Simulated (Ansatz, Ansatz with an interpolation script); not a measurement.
## Settings in Wannier-interpolated G0W0: Cs2KYF6 (Fm-3m)

How do the Wannier model and the GW settings move the interpolated bands of Cs2KYF6 (Fm-3m)?

Method: maximally localised Wannier functions, LDA, plane waves, PAW; PAW set soft_1, in Ansatz 0.2.0.

**1. Starting point**

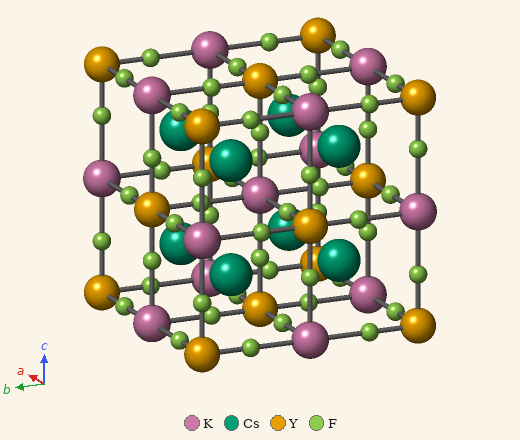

The cell as given, from a free direction (potassium pink, caesium teal, yttrium orange, fluorine green). This picture shows the conventional cell, with its axes. Some periodic images of atoms are drawn too.

The cell and positions come from the Crystallography Open Database and are kept as given unless a step says otherwise. Spin-orbit coupling is left out unless a step names it.

**2. Wannier model on 8×8×8**

Localised functions give a small Hamiltonian that interpolates between mesh points at no cost.

File input.yaml:

```yaml
crystal:
  lattice:
    - [0.0, 4.7225, 4.7225]
    - [4.7225, 0.0, 4.7225]
    - [4.7225, 4.7225, 0.0]
  atoms:
    - { symbol: K, position: [0.5, 0.5, 0.5] }
    - { symbol: Cs, position: [0.25, 0.25, 0.25] }
    - { symbol: Cs, position: [0.75, 0.75, 0.75] }
    - { symbol: "Y", position: [0.0, 0.0, 0.0] }
    - { symbol: F, position: [0.775, 0.225, 0.225] }
    - { symbol: F, position: [0.225, 0.775, 0.225] }
    - { symbol: F, position: [0.225, 0.775, 0.775] }
    - { symbol: F, position: [0.775, 0.225, 0.775] }
    - { symbol: F, position: [0.225, 0.225, 0.775] }
    - { symbol: F, position: [0.775, 0.775, 0.225] }
kpoints:
  mp_grid: { grid: [4, 4, 4] }
hamiltonian:
  xc: lda
  pseudopotentials: { kind: paw, azcp: { folder: soft_1 }, xc_functional: pbe }
scf:
  occupations: { method: fixed }
  n_extra_bands: 112
output:
  wannier:
    kmesh: [8, 8, 8]
    projections:
      - { species: Cs, l: s, shell: 6 }
      - { species: Cs, l: p, shell: 5 }
      - { species: F, l: p, shell: 2 }
      - { species: "Y", l: d, shell: 4 }
    minimise: true
    write_hr: true
    seedname: w
    conv_tol: 1.0e-06
    max_iter: 20000
    stability_check: false
    disentanglement:
      window: [-3.49, 14.95]
      frozen_window: [-3.49, 9.16]
      conv_tol: 1.0e-08
```

On the command line:

```console
> ansatz run input.yaml --threads 2 --pin off --max-ram 92160MiB --backend cuda --events-out ev --progress --plain --runs-dir out --devices 1 --max-vram 13GiB
```

Numbers of over 12 decimals in the logs are rounded to 6 here.

The program printed:

```text
scf.n_extra_bands = 112 over 40 filled bands (N_el = 80.0): the run solves 152 bands
GPUs: using 1 of 1 available (devices: 1).
Engine: ansatz 0.2.0, x86_64-unknown-linux-gnu
Pseudopotentials: kind: paw
Pseudopotential: K, paw, valence charge 9, recommended cutoff 420 eV (normal), soft_1/K.paw.azcp
Pseudopotential: Cs, paw, valence charge 9, recommended cutoff 420 eV (normal), soft_1/Cs.paw.azcp
Pseudopotential: Y, paw, valence charge 11, recommended cutoff 420 eV (normal), soft_1/Y.paw.azcp
Pseudopotential: F, paw, valence charge 7, recommended cutoff 420 eV (normal), soft_1/F.paw.azcp
Functional definition: SPW92
  exchange = slater_x
  correlation = pw_c
device memory: the entry about to start is reckoned to put 3.6 GiB on a device that reports 44.9 GiB free (of which the cap on the GPU budget leaves the run 13.0 GiB)
GPU FFT provider: cuFFT
GPU libraries: cuBLAS 13.8.2, cuFFT 12.4.0, cuSOLVER 12.3.4
Crystal: 10 atoms, lattice volume = 210.642 Å³
Basis set: ecut = 420 eV, 4111 PW (Γ)
Bands: 152, of which v1, the nominal top of the filled ones, is band 40 counted from 1 (39 counted from 0)
Symmetry: 48 space group operations
Space group: Fm-3m (ITA 225), of the structure as read, at distance tolerance 5.9e-5 Å
k-points: 8 of 64
Non-local potential: K, projectors of the file, l = 0: 3, l = 1: 2, l = 2: 2
Non-local potential: Cs, projectors of the file, l = 0: 3, l = 1: 2, l = 2: 2, l = 3: 2
Non-local potential: Y, projectors of the file, l = 0: 3, l = 1: 2, l = 2: 2, l = 3: 1
Non-local potential: F, projectors of the file, l = 0: 2, l = 1: 2, l = 2: 1
PAW form: soft (Blöchl's): semilocal exchange-correlation on the pseudo side does not see the compensation charge
PAW frozen core: K, regenerated for the run's functional, and the local potential with it (the file was generated under x = pbe(κ = 0.804, μ = 0.219515), c = pbe(β = 0.066725))
PAW frozen core: Cs, regenerated for the run's functional, and the local potential with it (the file was generated under x = pbe(κ = 0.804, μ = 0.219515), c = pbe(β = 0.066725))
PAW frozen core: Y, regenerated for the run's functional, and the local potential with it (the file was generated under x = pbe(κ = 0.804, μ = 0.219515), c = pbe(β = 0.066725))
PAW frozen core: F, regenerated for the run's functional, and the local potential with it (the file was generated under x = pbe(κ = 0.804, μ = 0.219515), c = pbe(β = 0.066725))
PAW one-centre angular grid: K, 110 points (default); XC on 64 Gauss nodes
PAW one-centre angular grid: Cs, 194 points (default); XC on 64 Gauss nodes
PAW one-centre angular grid: Y, 590 points (default); XC on 64 Gauss nodes
PAW one-centre angular grid: F, 110 points (default); XC on 64 Gauss nodes
[...]
SCF iter   4: F=—  HF=-21031.190481 eV  |F-HF|=—  |Δ(HF+E_count)|=   8.24e-2  Δρ=5.78e-3  dr2=6.06e-2  ethr=6.81e-4  ⟨swp⟩=3.0  Hψ=1738  notcnv=0  defer=878
SCF iter   5: F=—  HF=-21031.176504 eV  |F-HF|=—  |Δ(HF+E_count)|=   1.40e-2  Δρ=9.22e-4  dr2=1.39e-3  ethr=7.58e-5  ⟨swp⟩=2.0  Hψ=545  notcnv=0  defer=878
SCF iter   6: F=—  HF=-21031.176197 eV  |F-HF|=—  |Δ(HF+E_count)|=   3.07e-4  Δρ=1.85e-4  dr2=5.68e-5  ethr=1.73e-6  ⟨swp⟩=2.0  Hψ=1720  notcnv=0  defer=877
SCF iter   7: F=—  HF=-21031.176590 eV  |F-HF|=—  |Δ(HF+E_count)|=   3.93e-4  Δρ=3.79e-5  dr2=3.31e-6  ethr=7.09e-8  ⟨swp⟩=2.5  Hψ=628  notcnv=0  defer=833
SCF iter   8: F=—  HF=-21031.176590 eV  |F-HF|=—  |Δ(HF+E_count)|=   4.39e-8  Δρ=1.16e-5  dr2=3.21e-7  ethr=4.14e-9  ⟨swp⟩=2.5  Hψ=612  notcnv=0  defer=833
SCF iter   9: F=-21031.176590 eV  HF=-21031.176590 eV  |F-HF|=5.13e-9  |Δ(HF+E_count)|=   7.80e-8  Δρ=1.51e-6  dr2=6.56e-9  ethr=1.25e-10  ⟨swp⟩=14.2  Hψ=10123  notcnv=0
SCF 1 converged in 9 iterations: F = -21031.176590 eV  dr2 = 6.56e-9
[...]
device memory: the entry about to start is reckoned to put 4.2 GiB (of the 4.3 GiB reckoned in all, the device holds 0.1 GiB already) on a device that reports 44.8 GiB free (of which the cap on the GPU budget leaves the run 12.9 GiB)
NSCF: frozen V_eff on 8 k-points
[...]
device memory: the entry about to start is reckoned to put 3.1 GiB on a device that reports 44.9 GiB free (of which the cap on the GPU budget leaves the run 13.0 GiB)
NSCF: frozen V_eff on 32 k-points
the Wannier pass solved 32 of the 512 points of its mesh, and has the states at the others by symmetry: states obtained by the crystal's operations at points that were solved too leave a residual of 4.36e-13 eV (read by the count's bands and the next), within 5.56e-6 eV
SCF converged after 9 iterations
Free energy (F): -21031.176590 eV
Harris-Foulkes:  -21031.176590 eV  (|F-HF|=5.13e-9)
Internal energy: -21031.176590 eV  (E = F + TS)
E sigma→0 (E₀):  -21031.176590 eV
Fermi energy:    1.386594 eV
--- Per-component energies (eV) ---
  E_band       = -537.486444
  E_kinetic    = 2042.348548
  E_local      = -6015.984155  (includes V_loc(G=0)·N_el)
  E_nonlocal   = 630.532701
  E_hartree    = 2286.851690
  E_xc         = -1122.621720
  E_vxc        = -1235.681540  (∫ρ·V_xc dr)
  E_paw        = -14400.632198  (= ΣΔE_a)
  E_vpaw       = -532.404875  (= ΣTr[D̂ρ^β])
  E_aug_tail   = 0.004236  (compensation charges beyond the density's cutoff)
  E_ewald      = -4453.483406
  E_core_change = 1.807715  (= ΣΔE_core)
  E_smearing   = -0.000000  (= −TS)
  E_closure    = -0.000000  (closes the sum)
  Σ components = -21031.176590   (vs F -21031.176590, Δ=0.00e0)
--- Band table (eV; the first three rows and the last of 8) ---
  k-point 0: bands = [... 36 lower, 1.3212, 1.3866, 1.3866, 1.3866, 7.7560, 9.2399, 9.2399, 9.9470, ... 108 higher]
  k-point 1: bands = [... 36 lower, 1.2339, 1.3499, 1.3499, 1.3518, 8.3647, 9.6297, 9.6297, 9.9497, ... 108 higher]
  k-point 2: bands = [... 36 lower, 1.1529, 1.3057, 1.3057, 1.3078, 9.5742, 9.6275, 10.0301, 10.0301, ... 108 higher]
  k-point 7: bands = [... 36 lower, 1.2771, 1.2771, 1.3164, 1.3164, 9.8360, 9.8360, 10.0311, 10.2984, ... 108 higher]
Wannier search: line search 1 of at most 20000: gauge-dependent spread (as the search counts it) 6.6581374 Å², largest recent change 1.6e0 Å² against conv_tol 1.0e-6 Å², 0 stops escaped
```

It took 34 s on 1 × NVIDIA H100 80GB HBM3 (shared by 6 runs) with 2 threads of AMD EPYC 7R13 (Zen 3), shared host; peak memory 2.5 GiB; 39 s of CPU time.

Reading the cycles: dr2 is the Hartree energy of the density residual (eV), the measure of convergence; HF is the Harris–Foulkes estimate of the energy, which meets the free energy F at convergence.

Numbers from this step:

```
gauge-invariant spread     : 55.18 Å²
diagonal spread            : 0.004920 Å²
off-diagonal spread        : 5.149 Å²
total spread               : 60.33 Å²
least projectability       : 0.4579
localisation steps         : 70
disentanglement steps      : 406
r.m.s. interpolation error : 8.85e-4 eV
r.m.s. error near the gap  : 0.001019 eV
```

Near the gap the model misses directly solved bands by 1.0 meV r.m.s. and by 18 meV at most in the window tested. This tests the starting bands, not the corrections carried with them.

**3. Wannier model on 4×4×4**

input.yaml: that of step 2 with these lines changed.

```diff
@@ -26,3 +26,3 @@
   wannier:
-    kmesh: [8, 8, 8]
+    kmesh: [4, 4, 4]
     projections:
```

The program printed:

```text
[...]
GPUs: using 1 of 1 available (devices: 1).
[...]
GPU FFT provider: cuFFT
GPU libraries: cuBLAS 13.8.2, cuFFT 12.4.0, cuSOLVER 12.3.4
Crystal: 10 atoms, lattice volume = 210.642 Å³
Basis set: ecut = 420 eV, 4111 PW (Γ)
Bands: 152, of which v1, the nominal top of the filled ones, is band 40 counted from 1 (39 counted from 0)
Symmetry: 48 space group operations
[...]
k-points: 8 of 64
[...]
GPU buffer pool allocated for 91125 grid points (all kernels)
[...]
SCF iter   1: F=—  HF=-21042.305219 eV  |F-HF|=—  |Δ(HF+E_count)|=         —  Δρ=1.55e-1  dr2=4.26e1  ethr=3.10e-3  ⟨swp⟩=4.2  Hψ=4295  notcnv=0  defer=845
[...]
SCF iter   9: F=-21031.176590 eV  HF=-21031.176590 eV  |F-HF|=5.13e-9  |Δ(HF+E_count)|=   7.80e-8  Δρ=1.51e-6  dr2=6.56e-9  ethr=1.25e-10  ⟨swp⟩=14.2  Hψ=10123  notcnv=0
SCF 1 converged in 9 iterations: F = -21031.176590 eV  dr2 = 6.56e-9
[...]
NSCF: frozen V_eff on 8 k-points
[...]
SCF converged after 9 iterations
Free energy (F): -21031.176590 eV
[...]
Internal energy: -21031.176590 eV  (E = F + TS)
E sigma→0 (E₀):  -21031.176590 eV
Fermi energy:    1.386594 eV
[...]
--- Band table (eV; the first three rows and the last of 8) ---
  k-point 0: bands = [... 36 lower, 1.3212, 1.3866, 1.3866, 1.3866, 7.7560, 9.2399, 9.2399, 9.9470, ... 108 higher]
  k-point 1: bands = [... 36 lower, 1.2339, 1.3499, 1.3499, 1.3518, 8.3647, 9.6297, 9.6297, 9.9497, ... 108 higher]
  k-point 2: bands = [... 36 lower, 1.1529, 1.3057, 1.3057, 1.3078, 9.5742, 9.6275, 10.0301, 10.0301, ... 108 higher]
  k-point 7: bands = [... 36 lower, 1.2771, 1.2771, 1.3164, 1.3164, 9.8360, 9.8360, 10.0311, 10.2984, ... 108 higher]
[...]
```

It took 7.7 s on 1 × NVIDIA H100 80GB HBM3 (shared by 6 runs) with 2 threads; peak memory 1.2 GiB; 9.4 s of CPU time.

This step gave:

* gauge-invariant spread: 49.95 Å²
* diagonal spread: 0.005464 Å²
* off-diagonal spread: 4.809 Å²
* total spread: 54.76 Å²
* least projectability: 0.4579
* localisation steps: 28
* disentanglement steps: 123
* r.m.s. interpolation error: 0.002111 eV
* r.m.s. error near the gap: 0.002424 eV

Near the gap the model misses directly solved bands by 2.4 meV r.m.s. and by 56 meV at most in the window tested. This tests the starting bands, not the corrections carried with them.

Frozen up to 7.77 eV; above it the model need not follow the bands. The electronic bands at the labelled points (eV, zero at the valence-band top; v1 is the highest filled band, c1 the lowest empty one):

```
    point     v4     v3     v2     v1    c1    c2    c3    c4
        Γ  -0.07   0.00   0.00   0.00  6.37  9.05  9.05  9.05
        X  -0.13  -0.08  -0.08  -0.01  8.20  8.93  9.15  9.15
        U  -0.16  -0.15  -0.11  -0.03  8.60  8.82  9.03  9.13
jump to K  -0.16  -0.15  -0.11  -0.03  8.60  8.82  9.03  9.13
        Γ  -0.07   0.00   0.00   0.00  6.37  9.05  9.05  9.05
        L  -0.23  -0.08  -0.08  -0.08  8.51  8.58  9.09  9.09
        W  -0.11  -0.11  -0.07  -0.07  8.79  8.79  9.09  9.09
        X  -0.13  -0.08  -0.08  -0.01  8.20  8.93  9.15  9.15
```

The same for Kohn-Sham, solved directly:

```
point     v4     v3     v2     v1    c1    c2    c3    c4
    Γ  -0.07   0.00   0.00   0.00  6.37  7.85  7.85  8.56
    X  -0.13  -0.08  -0.08  -0.01  7.98  8.28  8.63  8.74
    U  -0.16  -0.15  -0.11  -0.03  8.31  8.40  8.60  8.80
    K  -0.16  -0.15  -0.11  -0.03  8.31  8.40  8.60  8.80
    Γ  -0.07   0.00   0.00   0.00  6.37  7.85  7.85  8.56
    L  -0.23  -0.08  -0.08  -0.08  8.19  8.24  8.64  8.64
    W  -0.11  -0.11  -0.07  -0.07  8.45  8.45  8.64  8.91
    X  -0.13  -0.08  -0.08  -0.01  7.98  8.28  8.63  8.74
```

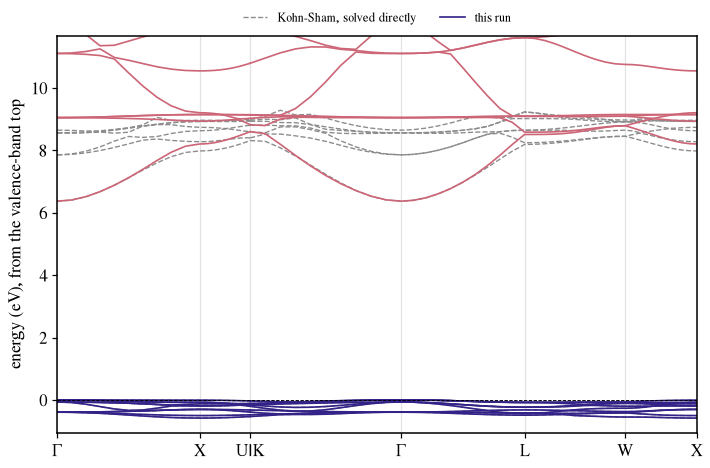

Electronic bands along the path; lines of filled and empty bands in two colours; dashed: Kohn-Sham, solved directly.

**4. A faulty Wannier input**

This step: maximally localised Wannier functions, LDA, plane waves, PAW.

input.yaml: that of step 3 with these lines changed.

```diff
@@ -36,3 +36,3 @@
     conv_tol: 1.0e-06
-    max_iter: 20000
+    max_iter: 3
     stability_check: false
```

On the command line:

```console
> ansatz run input.yaml --threads 2 --pin off --max-ram 92160MiB --backend cpu --events-out ev --progress --plain --runs-dir out
```

The program printed:

```text
Error: invalid value for `output.wannier.max_iter`: must be ≥ 5; got 3
```

The job ended after 0.21 s (2 threads; peak memory 0.091 GiB).

The program refused the input before any cycle.

The program's message: “Error: invalid value for `output.wannier.max_iter`: must be ≥ 5; got 3”

The fault put into this input: too few iterations.

**5. G0W0: 4×4×4 mesh, 792 empty bands, screening to 140 eV, PAW set soft_1 files**

G0W0 replaces the xc potential by the self-energy, built once from these orbitals. Only a window of levels is corrected, while the sums run over the empty bands that the input names.

This step: G0W0 on LDA, plane waves, PAW; PAW set soft_1.

input.yaml, the sections that differ from step 4:

```yaml
scf:
  occupations: { method: fixed }
gw:
  n_empty_bands: 792
  ecut_chi: 140.0
  qp_bands: [v24, c1]
  screening: { model: contour_deformation }
# crystal, kpoints, hamiltonian: as in step 4
# output: removed
```

On the command line:

```console
> ansatz run input.yaml --threads 2 --pin off --max-ram 92160MiB --backend cuda --events-out ev --progress --plain --runs-dir out --devices 1 --max-vram 13GiB
```

The program printed:

```text
GPUs: using 1 of 1 available (devices: 1).
[...]
GPU FFT provider: cuFFT
GPU libraries: cuBLAS 13.8.2, cuFFT 12.4.0, cuSOLVER 12.3.4
Crystal: 10 atoms, lattice volume = 210.642 Å³
Basis set: ecut = 420 eV, 4111 PW (Γ)
Bands: 50, of which v1, the nominal top of the filled ones, is band 40 counted from 1 (39 counted from 0)
Symmetry: 48 space group operations
[...]
k-points: 8 of 64
[...]
0    24     -0.0901   -30.0187     5.6470   -22.3588  0.7693    -2.1619    -2.1030  root
[...]
7    38      1.2772   -31.3652     5.4795   -23.9183  0.7817    -0.7365    -0.6902  root
     7    39      1.3165   -30.7729     5.5841   -23.2209  0.7749    -0.7008    -0.6514  root
     7    40      1.3165   -30.7729     5.5841   -23.2209  0.7749    -0.7008    -0.6514  root
     7    41      9.8360    -6.3680    -3.1378   -11.2007  0.8687    11.5490    11.5309  root
[key lines of the parts left out:]
SCF converged after 9 iterations
Free energy (F): -21031.176590 eV
Fermi energy:    1.386666 eV
```

Elapsed: 2.1 min, on 1 × NVIDIA H100 80GB HBM3 (shared by 6 runs) with 2 threads; peak memory 2.3 GiB.

The G0W0 gap on the mesh is 9.863 eV.

[end of part 1 of 2]

[Paths, hosts, dates, memory and timing lines, banners, echoed tables and standing remarks are left out of the program output.]

[Logs are printed without paths, hosts, clocks, repeated set-up lines and the standing remarks that a program may print on its own settings, such as how far it seeks lower states.]

[Runs of the session that timed out or met a known fault of the program may be left out.]

[Hosts, paths, dates, database ids (printed as entryN), source tags and the programs' standing remarks are cut or masked in the printed files.]
